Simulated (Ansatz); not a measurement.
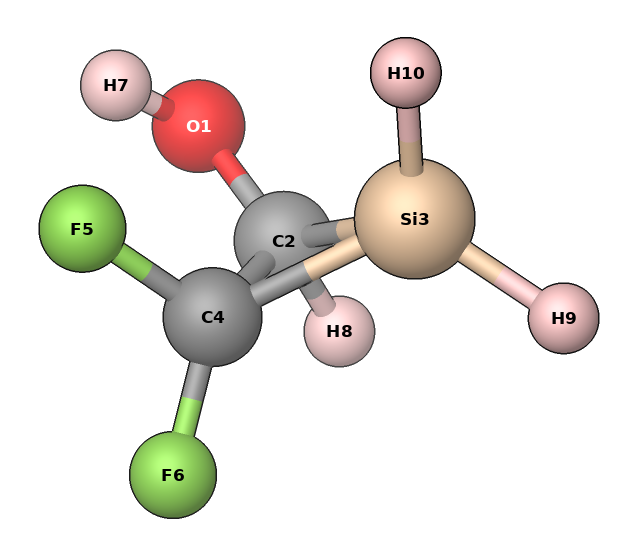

Depth is shown by fading: the farther an atom, the more it takes the colour of the background. The computed structure is the end point of a PBE-D4/def2-SVP optimisation. No frequency run is at hand to confirm it as a minimum.

Question: Find the stereocentres and stereogenic double bonds.

Answer: Centres: C2.

Question: What are the Cahn–Ingold–Prelog descriptors?

Answer: C2: S (priorities Si3 > O1 > C4 > H8).
